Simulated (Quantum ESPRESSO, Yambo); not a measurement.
# BN (P6_3/mmc): Bethe-Salpeter spectra with Yambo, part 2 of 5

How far does the k mesh set the exciton binding of BN (P6_3/mmc)?

Quantum ESPRESSO 7.5 and Yambo 5.3.0; PBE and many-body steps on it, plane waves. Known limits of the many-body steps: not at the basis limit; coarse k mesh; bindings not settled in the k mesh.

So far. Step 4 (Screening and self-energy, 6×6×2 mesh, 90 bands …): The gap on the mesh goes from 4.31 eV to 5.64 eV, a correction of +1.32 eV. Step 5 (Empty states on the mesh, 6×6×2 mesh, 16 bands): On this mesh the gap is 4.314 eV.

## (7) Excitons

Optical absorption needs the electron-hole interaction, solved here in a basis of vertical transitions on the mesh.

This step: Bethe-Salpeter equation on PBE with a scissors shift, plane waves, norm-conserving pseudopotentials.

The input, bse3.in:

```
optics
bss
bse
em1s
dipoles
rim_cut
RandQpts= 1000000
RandGvec= 1 RL
Chimod= "HARTREE"
BSKmod= "SEX"
BSEmod= "resonant"
BSSmod= "d"
BSENGexx= 20 Ry
BSENGBlk= 4 Ry
% BSEQptR
 1 | 1 |
%
% BSEBands
 5 | 10 |
%
% BEnRange
 0 | 8 | eV
%
% BDmRange
 0.1 | 0.1 | eV
%
BEnSteps= 161
% BLongDir
 1 | 0 | 0 |
%
% BndsRnXs
 1 | 16 |
%
NGsBlkXs= 4 Ry
% LongDrXs
 1 | 1 | 1 |
%
% KfnQP_E
 1.45 | 1.0 | 1.0 |
%
WRbsWF
FFTGvecs= 32 Ry
```

Started as:

```
OMP_NUM_THREADS=1 mpirun -n 4 yambo -F bse3.in -J bse3 -C bse3 > bse3.log
```

The program printed:

```text
 Yambo, version 5.3.0

 [02] CORE Variables Setup
 =========================

  [... cell, symmetries and grids as in the set-up ...]

  [02.05] Energies & Occupations
  ==============================

  [X] === General ===
  [X] Electronic Temperature                        :  0.000000  0.000000 [eV K]
  [X] Bosonic    Temperature                        :  0.000000  0.000000 [eV K]
  [X] Finite Temperature mode                       : no
  [X] El. density                                   :  0.44236E+24 [cm-3]
  [X] Fermi Level                                   :  4.698546 [eV]

  [X] === Gaps and Widths ===
  [X] Conduction Band Min                           :  4.314161 [eV]
  [X] Valence Band Max                              :  0.000000 [eV]
  [X] Filled Bands                                  :   8
  [X] Empty Bands                                   :   9  16
  [X] Direct Gap                                    :  4.669575 [eV]
  [X] Direct Gap localized at k                     :  14
  [X] Indirect Gap                                  :  4.314161 [eV]
  [X] Indirect Gap between kpts                     :  14   7
  [X] Last valence band width                       :  3.190982 [eV]
  [X] 1st conduction band width                     :  3.840424 [eV]

 [03] Transferred momenta grid and indexing
 ==========================================

 [BZ sampling] Q-grid is User defined and/or read from the database

 IBZ Q-points                                      :  14
 BZ  Q-points                                      :   72

 K/Q-points units:
 rlu = crystal or reduced units; cc = cartesian coordinates; iku = interal k-units

 Q [ 1]         [rlu]:  0.000000  0.000000  0.000000
 Q [ 2]         [rlu]:  0.000000  0.000000 -0.500000
 Q [ 3]         [rlu]:  0.45246E-17  0.16667       0.0000
 Q [ 4]         [rlu]:  0.45246E-17  0.16667     -0.50000
 Q [ 5]         [rlu]:  0.90491E-17  0.33333       0.0000
 Q [ 6]         [rlu]:  0.90491E-17  0.33333     -0.50000
 Q [ 7]         [rlu]: -0.13574E-16 -0.50000       0.0000
 Q [ 8]         [rlu]: -0.13574E-16 -0.50000     -0.50000
 Q [ 9]         [rlu]:  0.166667  0.166667  0.000000
 Q [10]         [rlu]:  0.166667  0.166667 -0.500000
 Q [11]         [rlu]:  0.166667  0.333333  0.000000
 Q [12]         [rlu]:  0.166667  0.333333 -0.500000
 Q [13]         [rlu]:  0.333333  0.333333  0.000000
 Q [14]         [rlu]:  0.333333  0.333333 -0.500000

  [03.01] X + BSE indexes
  =======================

   [03.01.01] Sigma indexes
   ========================

 [04] Coloumb potential Random Integration (RIM)
 ===============================================

  [04.01] RIM initialization
  ==========================

  * Diagonal components only detected *

  8 x (sBL volume)        :  0.112915 [a.u.]
  sBZ random points       :  1000000
  Points outside the sBZ  :   7981908
  RL volume               :  1.016236 [a.u.]
  Integrated volume       :  1.018540 [a.u.]

  [04.02] RIM integrals
  =====================

  Gamma point sphere radius             :  0.087673 [a.u.]
  Points outside the sphere             :   800056
  [Int_sBZ(q=0) 1/q^2]*(Vol_sBZ)^(-1/3) =:  7.718302
                                 should be <:  7.795600

  Summary of Coulomb integrals for non-metallic bands |Q|[au] RIM/Bare

  Q [1] 0.100000E-4 0.990085 * Q [2] 0.249574 1.075393
  Q [3] 0.255544 1.053879 * Q [4] 0.357197 1.052688
  Q [9] 0.442616 1.021893 * Q [10] 0.508130 1.021750
  Q [5] 0.511089 1.016956 * Q [6] 0.568770 1.016958
  Q [11] 0.676107 1.010896 * Q [12] 0.720700 1.010784
  Q [7] 0.766633 1.008740 * Q [8] 0.806234 1.008615
  Q [13] 0.885232 1.007388 * Q [14] 0.919741 1.007309

 [05] External/Internal QP corrections
 =====================================

 [QP_apply] Action to be applied: USER defined scissor

  [05.01]  QP corrections report
  ==============================

  [K+QP] === General ===
  [K+QP] Electronic Temperature                     :  0.000000  0.000000 [eV K]
[...]
io_BSS_diago :      0.0130s P1 (  2 calls,   6.489 msec avg) [MAX]      0.0002s P4 (  2 calls,   0.077 msec avg) [min]
                          BSE components folding :      0.0002s P2 [MAX]      0.0002s P3 [min]
                                       X (REDUX) :      0.0056s P4 ( 14 calls,   0.398 msec avg) [MAX]      0.0003s P1 ( 14 calls,   0.024 msec avg) [min]
                         IO_and_Messaging_switch :      0.0004s P1 (139 calls,   0.003 msec avg) [MAX]      0.0004s P2 (139 calls,   0.003 msec avg) [min]
                                    scatter_Gamp :      0.0004s P2 ( 14 calls,   0.028 msec avg) [MAX]      0.0004s P4 ( 14 calls,   0.026 msec avg) [min]
                              BSE matrix filling :      0.0006s P3 [MAX]      0.0004s P2 [min]
                                  eval_G_minus_G :      0.0010s P2 [MAX]      0.0010s P1 [min]
                                      Xo (REDUX) :      0.0628s P4 ( 14 calls,   4.487 msec avg) [MAX]      0.0012s P1 ( 14 calls,   0.084 msec avg) [min]
                                    PP_uspp_init :      0.0021s P3 ( 42 calls,   0.050 msec avg) [MAX]      0.0020s P2 ( 43 calls,   0.046 msec avg) [min]
                                     K_WF_phases :      0.0092s P1 [MAX]      0.0033s P3 [min]
                               SERIAL_lin_system :      0.0036s P1 ( 14 calls,   0.256 msec avg)
                                   X (procedure) :      0.0092s P1 ( 14 calls,   0.659 msec avg) [MAX]      0.0039s P4 ( 14 calls,   0.280 msec avg) [min]
                              BSE matrix (REDUX) :      0.0059s P2 [MAX]      0.0057s P3 [min]
                                         io_GROT :      0.0079s P1 (  2 calls,   3.942 msec avg) [MAX]      0.0078s P4 (  2 calls,   3.891 msec avg) [min]
                                        io_QINDX :      0.0184s P1 (  5 calls,   3.687 msec avg) [MAX]      0.0082s P2 (  3 calls,   2.723 msec avg) [min]
                                     BSE dipoles :      0.0117s P3 [MAX]      0.0117s P2 [min]
                                 bz_samp_indexes :      0.0160s P4 [MAX]      0.0159s P1 [min]
                                      T_space IP :      0.0175s P4 [MAX]      0.0174s P1 [min]
                                            io_X :      0.0959s P1 ( 37 calls,   2.591 msec avg) [MAX]      0.0236s P3 ( 37 calls,   0.637 msec avg) [min]
                                     io_KB_pwscf :      0.0240s P3 ( 16 calls,   1.501 msec avg) [MAX]      0.0238s P1 ( 16 calls,   1.487 msec avg) [min]
                                       FFT_setup :      0.0259s P1 ( 43 calls,   0.601 msec avg) [MAX]      0.0249s P4 ( 42 calls,   0.593 msec avg) [min]
                                           io_BS :      0.0283s P2 (122 calls,   0.232 msec avg) [MAX]      0.0272s P3 (115 calls,   0.237 msec avg) [min]
                                      io_DIPOLES :      0.0643s P1 ( 40 calls,   1.607 msec avg) [MAX]      0.0310s P2 ( 26 calls,   1.194 msec avg) [min]
                                     io_fragment :      0.1079s P1 (147 calls,   0.734 msec avg) [MAX]      0.0851s P3 (117 calls,   0.727 msec avg) [min]
                                     WF_load_FFT :      0.0981s P4 ( 42 calls,   2.335 msec avg) [MAX]      0.0959s P3 ( 42 calls,   2.285 msec avg) [min]
                                T_space EXX Osc. :      0.1191s P1 ( 27 calls,   4.411 msec avg) [MAX]      0.1147s P3 ( 26 calls,   4.410 msec avg) [min]
                                           io_WF :      0.1424s P1 (156 calls,   0.913 msec avg) [MAX]      0.1396s P3 (152 calls,   0.919 msec avg) [min]
                                  DIPOLE_g_space :      0.1542s P1 [MAX]      0.1542s P4 [min]
                            X T_space Kernel sum :      0.2808s P3 (196 calls,   1.433 msec avg) [MAX]      0.2484s P1 (210 calls,   1.183 msec avg) [min]
                               T_space CORR Osc. :      0.3723s P4 ( 98 calls,   3.799 msec avg) [MAX]      0.3136s P1 (105 calls,   2.986 msec avg) [min]
                                  Xo (procedure) :      0.4976s P2 ( 14 calls,  35.540 msec avg) [MAX]      0.4945s P4 ( 14 calls,  35.318 msec avg) [min]
                                             RIM :      0.6143s P4 [MAX]      0.6143s P1 [min]
                                X T_space Kernel :      0.8231s P3 [MAX]      0.7480s P1 [min]
                SERIAL_HERMITIAN_diagonalization :      0.7594s P1 [MAX]      0.7536s P2 [min]
                                  LINEAR ALGEBRA :      0.7630s P1 ( 15 calls,  50.865 msec avg) [MAX]      0.7536s P2 [min]
                                    Diago Solver :      0.8005s P1 [MAX]      0.7860s P3 [min]
                                         Dipoles :      1.1972s P1 [MAX]      1.1971s P4 [min]

 [11] Game Over & Game summary
```

Elapsed: 4.9 s, on 4 MPI ranks of Arm Neoverse V1, shared host; peak memory 1 GiB; 15 s of CPU time.

This step gave:

```
transitions in the window                                      : 576
direct gap of the transition levels                            : 6.120 eV
lowest state                                                   : 5.072 eV
first strong exciton (over a fiftieth of the strongest listed) : 5.092 eV
binding of the lowest state below the direct gap               : 1.048 eV
Coulomb term of one mesh cell                                  : 0.7963 eV
```

The binding is 1.3 times the screened Coulomb term of one mesh cell (0.80 eV), so it is not shown settled.

The lowest state lies at 5.072 eV, 1.048 eV under the direct gap.

Lines within 3 meV are set at the lowest of them, and the highest group, which the list may cut short, is left out; lines within 3 meV are set at the lowest of them, and the highest group, which the list may cut short, is left out. Exciton lines, with heights relative to the strongest:

| position (eV) | lines merged | strength, relative |
| --- | --- | --- |
| 5.072 | 1 | 0.0 |
| 5.075 | 1 | 0.0 |
| 5.092 | 1 | 33 |
| 5.095 | 1 | 100 |
| 5.451 | 2 | 0.0 |
| 5.480 | 2 | 0.0 |
| 5.490 | 3 | 0.0 |
| 5.770 | 2 | 0.0 |
| 5.774 | 1 | 0.0 |
| 5.818 | 2 | 17 |
| 5.830 | 2 | 0.0 |
| 5.838 | 1 | 0.0 |
| 6.015 | 2 | 96 |

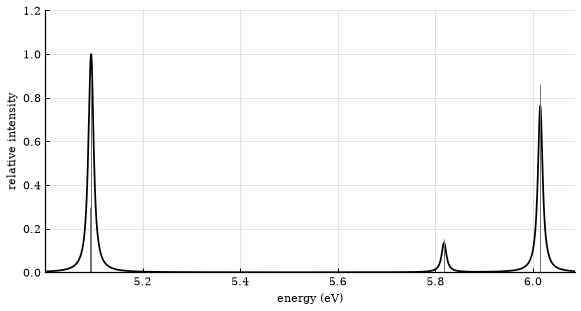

The exciton spectrum, broadened with Lorentzians of width 0.012 eV; bars mark the lines.

The ε₂ has structure finer than the step of the table below, so its rows give means over 0.5 eV, whole bins alone (the curve runs from 0 to 8 eV). Peaks (eV: height): BSE 5.10: 33.0, 6.00: 24.5; no electron-hole interaction 6.10: 7.67, 7.15: 19.1.

Field along x; broadening 0.1 eV; transition window only. Limits: finite bands, cutoff and mesh; coarse k mesh; exciton not shown settled in the k mesh. ε₂ against photon energy; means over each step:

| photon energy (eV) | BSE | no electron-hole interaction |
| --- | --- | --- |
| 0.5 | 0.0267 | 0.0145 |
| 1.0 | 0.0330 | 0.0169 |
| 1.5 | 0.0419 | 0.0200 |
| 2.0 | 0.0550 | 0.0240 |
| 2.5 | 0.0758 | 0.0295 |
| 3.0 | 0.112 | 0.0373 |
| 3.5 | 0.183 | 0.0487 |
| 4.0 | 0.366 | 0.0669 |
| 4.5 | 1.22 | 0.0992 |
| 5.0 | 15.3 | 0.169 |
| 5.5 | 4.59 | 0.417 |
| 6.0 | 13.3 | 3.89 |
| 6.5 | 1.98 | 4.08 |
| 7.0 | 2.95 | 8.94 |
| 7.5 | 0.734 | 5.46 |

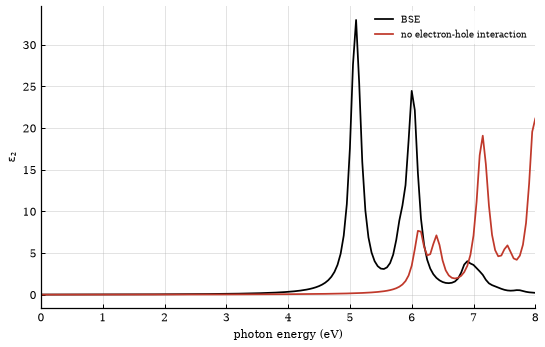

ε₂, plotted against photon energy.

## (8) Triplet (no exchange term)

bse4.in, as its differences from bse3.in of step 7:

```diff
@@ -12,3 +12,3 @@
 BSSmod= "d"
-BSENGexx= 20 Ry
+BSENGexx= 1 RL
 BSENGBlk= 4 Ry
```

Started as:

```
OMP_NUM_THREADS=1 mpirun -n 4 yambo -F bse4.in -J bse4,bse3_W -C bse4 > bse4.log
```

The program printed:

```text
 Yambo, version 5.3.0

 [02] CORE Variables Setup
 =========================

  [... cell, symmetries and grids as in the set-up ...]

  [02.05] Energies & Occupations
  ==============================

  [X] === General ===
  [X] Electronic Temperature                        :  0.000000  0.000000 [eV K]
  [X] Bosonic    Temperature                        :  0.000000  0.000000 [eV K]
  [X] Finite Temperature mode                       : no
  [X] El. density                                   :  0.44236E+24 [cm-3]
  [X] Fermi Level                                   :  4.698546 [eV]

  [X] === Gaps and Widths ===
  [X] Conduction Band Min                           :  4.314161 [eV]
  [X] Valence Band Max                              :  0.000000 [eV]
  [X] Filled Bands                                  :   8
  [X] Empty Bands                                   :   9  16
  [X] Direct Gap                                    :  4.669575 [eV]
  [X] Direct Gap localized at k                     :  14
  [X] Indirect Gap                                  :  4.314161 [eV]
  [X] Indirect Gap between kpts                     :  14   7
  [X] Last valence band width                       :  3.190982 [eV]
  [X] 1st conduction band width                     :  3.840424 [eV]

 [03] Transferred momenta grid and indexing
 ==========================================

 IBZ Q-points                                      :  14
 BZ  Q-points                                      :   72

 K/Q-points units:
 rlu = crystal or reduced units; cc = cartesian coordinates; iku = interal k-units

 Q [ 1]         [rlu]:  0.000000  0.000000  0.000000
 Q [ 2]         [rlu]:  0.000000  0.000000 -0.500000
 Q [ 3]         [rlu]:  0.45246E-17  0.16667       0.0000
[...]
io_QINDX :      0.0087s P2 (  3 calls,   2.889 msec avg) [MAX]      0.0085s P1 (  3 calls,   2.836 msec avg) [min]
                           BSE dipoles :      0.0142s P4 [MAX]      0.0140s P1 [min]
                            T_space IP :      0.0176s P4 [MAX]      0.0174s P1 [min]
                            io_DIPOLES :      0.0182s P2 ( 10 calls,   1.818 msec avg) [MAX]      0.0180s P3 ( 10 calls,   1.795 msec avg) [min]
                             FFT_setup :      0.0199s P2 ( 29 calls,   0.688 msec avg) [MAX]      0.0188s P3 ( 28 calls,   0.672 msec avg) [min]
                                 io_BS :      0.0279s P1 (122 calls,   0.228 msec avg) [MAX]      0.0268s P4 (115 calls,   0.233 msec avg) [min]
                           WF_load_FFT :      0.0562s P1 ( 28 calls,   2.007 msec avg) [MAX]      0.0548s P3 ( 27 calls,   2.031 msec avg) [min]
                           io_fragment :      0.0596s P4 ( 77 calls,   0.774 msec avg) [MAX]      0.0593s P3 ( 76 calls,   0.780 msec avg) [min]
                                  io_X :      0.0759s P4 ( 36 calls,   2.109 msec avg) [MAX]      0.0757s P3 ( 36 calls,   2.102 msec avg) [min]
                                 io_WF :      0.0850s P2 ( 98 calls,   0.867 msec avg) [MAX]      0.0828s P3 ( 94 calls,   0.880 msec avg) [min]
                      T_space EXX Osc. :      0.1143s P1 ( 27 calls,   4.234 msec avg) [MAX]      0.1104s P3 ( 26 calls,   4.246 msec avg) [min]
                  X T_space Kernel sum :      0.2101s P3 (196 calls,   1.072 msec avg) [MAX]      0.1815s P1 (210 calls,   0.864 msec avg) [min]
                     T_space CORR Osc. :      0.3738s P4 ( 98 calls,   3.814 msec avg) [MAX]      0.3112s P1 (105 calls,   2.964 msec avg) [min]
                      X T_space Kernel :      0.7548s P3 [MAX]      0.6712s P1 [min]
      SERIAL_HERMITIAN_diagonalization :      0.7497s P3 [MAX]      0.7453s P1 [min]
                        LINEAR ALGEBRA :      0.7497s P3 [MAX]      0.7453s P1 [min]
                          Diago Solver :      0.7965s P1 [MAX]      0.7819s P3 [min]

 [11] Game Over & Game summary
[key lines of the parts left out:]
Dipoles :      0.0041s P1 [MAX]      0.0040s P2 [min]
```

The job ended after 2.5 s (4 MPI ranks; peak memory 1 GiB; 9.5 s of CPU time).

The lowest triplet lies at 4.996 eV; without spin-orbit coupling triplets are dark, so no spectrum is read.

## (9) Empty states on the mesh, 6×6×4 mesh, 16 bands

This step: Quantum ESPRESSO 7.5; DFT, PBE, plane waves, norm-conserving pseudopotentials.

The input, pw.in:

```
&control
  calculation = 'nscf'
  prefix = 'x'
  outdir = 'o'
  pseudo_dir = 'pseudo'
/
&system
  ibrav = 0
  nat = 4
  ntyp = 2
  ecutwfc = 72.0
  nbnd = 16
  force_symmorphic = .true.
/
&electrons
  conv_thr = 1e-9
  electron_maxstep = 80
  diago_full_acc = .true.
  diago_thr_init = 5e-6
/
ATOMIC_SPECIES
  B 10.81 B.upf
  N 14.007 N.upf
CELL_PARAMETERS angstrom
  2.5039900000 0.0000000000 0.0000000000
  -1.2519950000 2.1685189508 0.0000000000
  0.0000000000 0.0000000000 6.6612000000
ATOMIC_POSITIONS crystal
  B 0.3333333333 0.6666666667 0.2500000000
  B 0.6666666667 0.3333333333 0.7500000000
  N 0.3333333333 0.6666666667 0.7500000000
  N 0.6666666667 0.3333333333 0.2500000000
K_POINTS automatic
  6 6 4 0 0 0
```

Started as:

```
OMP_NUM_THREADS=1 mpirun -n 4 pw.x -nk 4 -in pw.in > pw.out
```

The program printed:

```text
[banner, memory and clock lines left out]
Program PWSCF v.7.5 starts

     Atomic positions and unit cell read from directory:
     o/x.save/

     Message from routine setup:
     using ibrav=0 with symmetry is DISCOURAGED, use correct ibrav instead

     G-vector sticks info

     bravais-lattice index     =            0
     lattice parameter (alat)  =       4.7319  a.u.
     unit-cell volume          =     244.0871 (a.u.)^3
     number of atoms/cell      =            4
     number of atomic types    =            2
     number of electrons       =        16.00
[...]
k = 0.0000 0.0000 0.0940 (  2524 PWs)   bands (ev):

   -13.0403 -12.8371  -1.2409   0.2151   3.3613   3.3613   3.3867   3.3867
    10.6628  14.0820  16.3593  16.3593  16.4444  16.4444  17.1822  17.6422

          k = 0.0000 0.0000-0.1880 (  2518 PWs)   bands (ev):

   -12.9409 -12.9409  -0.5699  -0.5699   3.3741   3.3741   3.3741   3.3741
    12.3076  12.3076  16.4014  16.4014  16.4014  16.4014  17.4724  17.4724

          k = 0.0000 0.1925 0.0000 (  2533 PWs)   bands (ev):

     [... further k-points ...]

     highest occupied, lowest unoccupied level (ev):     4.6985    9.0127

     XML data file, pseudopotentials, collected wavefunctions
```

Wall time 2.2 s (4 MPI ranks); peak memory 0.19 GiB; 8.4 s of CPU time.

Numbers from this step:

| Item | Value |
| --- | --- |
| gap | 4.314 eV |
| k of the valence top | 0.3333, 0.3333, -0.5 |
| k of the conduction bottom | 0, -0.5, 0 |
| least direct gap | 4.670 eV |
| k points computed | 24 |
| lowest point of the top converged band, above the valence top | 12.77 eV |

On this mesh the gap is 4.314 eV.

## (10) Conversion and set-up

This step: Yambo 5.3.0; conversion and set-up on PBE, plane waves, norm-conserving pseudopotentials.

Started as:

```
(cd o/x.save; p2y > p2y.log; mv SAVE ../..); yambo > setup.log
```

The program printed:

```text
 Yambo, version 5.3.0

 [02] CORE Variables Setup
 =========================

  [02.01] Unit cells
  ==================

  Cell kind             :  HCP
  Atoms in the cell     :  B  N
  number of B  atoms    :  2
  number of N  atoms    :  2

  List of atomic masses
  Mass of B     :  10.81000
  Mass of N     :  14.00700

  List of atomic coordinates    : [cc]
  B1       : -0.23659E-09   2.7319       3.1470      order 1
  B2       :  2.365928  1.365969  9.440883  order 2
  N1       : -0.23659E-09   2.7319       9.4409      order 3
[...]
Q [ 1]         [rlu]:  0.000000  0.000000  0.000000
 Q [ 2]         [rlu]:  0.000000  0.000000  0.250000
 Q [ 3]         [rlu]:  0.000000  0.000000 -0.500000
[...]
Q [ 8]         [rlu]:  0.90491E-17  0.33333      0.25000
 Q [ 9]         [rlu]:  0.90491E-17  0.33333     -0.50000
 Q [10]         [rlu]: -0.13574E-16 -0.50000       0.0000
     [... 12 further rows ...]
 Q [23]         [rlu]:  0.90491E-17  0.33333     -0.25000
 Q [24]         [rlu]: -0.166667  0.500000 -0.250000

  [03.01] X indexes
  =================

   [03.01.01] Sigma indexes
   ========================

 [06] Game Over & Game summary
```

The job ended after 2.2 s (1 MPI rank; peak memory 0.24 GiB).

(Part 2 of 5 ends here.)

[Paths, hosts, dates, memory and timing lines, banners, echoed tables and standing remarks are left out of the program output.]

[Logs are printed without paths, hosts, clocks, repeated set-up lines and the standing remarks that a program may print on its own settings, such as how far it seeks lower states.]

[Runs of the session that timed out or met a known fault of the program may be left out.]

[Hosts, paths, dates, database ids (printed as entryN), source tags and the programs' standing remarks are cut or masked in the printed files.]
